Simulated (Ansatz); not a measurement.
Dissociation curves of SnH3Cl (SMILES [Cl][SnH3])

SnH3Cl: 5 atoms, total charge 0, spin state singlet. As SMILES, `[Cl][SnH3]`. The shape is that of a PBE0-D4/def2-TZVP optimisation.

```xyz
5

Cl   -1.8394    0.3324    1.0299
Sn    0.1689   -0.0445   -0.0975
H    -0.1205    0.3629   -1.7224
H     0.5227   -1.6942    0.1111
H     1.3182    0.9699    0.6374
```

The Sn2–H4 distance is scanned; the parts on either side stay rigid. Basis STO-3G, 23 core orbitals frozen in the correlated methods; program Ansatz 0.2.0. FCI is exact within this basis and core. Energies in eV from each method's value at 1.700 Å; methods without a U are spin-restricted. The shape above is that at 1.700 Å.

```csv
distance (Å),HF,PBE,r2SCAN,r2SCAN0,CCSD,FCI
1.700,0.00,0.00,0.00,0.00,0.00,0.00
2.125,1.54,1.15,1.25,1.34,1.16,1.15
2.550,3.96,2.88,3.10,3.35,2.82,2.79
3.400,7.89,5.44,5.83,6.39,4.41,4.31
4.250,9.67,6.40,6.84,7.59,4.60,4.46
```

Departure from the FCI curve at its largest: HF +5.20 eV at 4.25 Å; PBE +1.93 eV at 4.25 Å; r2SCAN +2.38 eV at 4.25 Å; r2SCAN0 +3.12 eV at 4.25 Å; CCSD +0.13 eV at 4.25 Å. Functionals converge differently with the basis, so for them the departure isn't an error alone. Restricted Hartree–Fock keeps the electrons paired, so it rises far too high as the bond breaks.

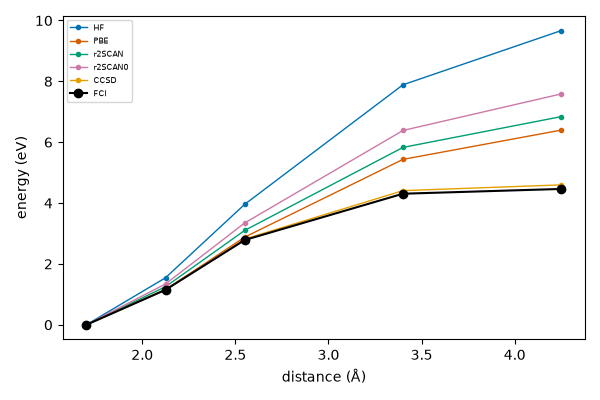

The curves of the table.
